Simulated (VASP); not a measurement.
Band structure of Sn (relaxed from the bcc structure, space group Im-3m). Method: r2SCAN meta-GGA, VASP's PBE PAW potentials (set 64) (plane waves; VASP).

Unless said otherwise, spin-orbit coupling is left out, though it shifts the bands of the heavy elements here.

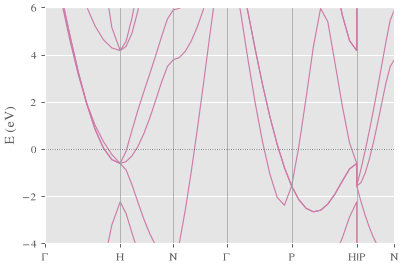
Fig. 1. Bands along high-symmetry lines, zero at the valence-band maximum or, without a gap, the Fermi level

### Question
Read the plot: is there a gap, and where are the band edges?

### Answer
It has no gap at this level: it comes out as a metal or semimetal.

The structure was generated: Sn was put into the bcc type (Im-3m), which need not be its known phase. It was relaxed first.
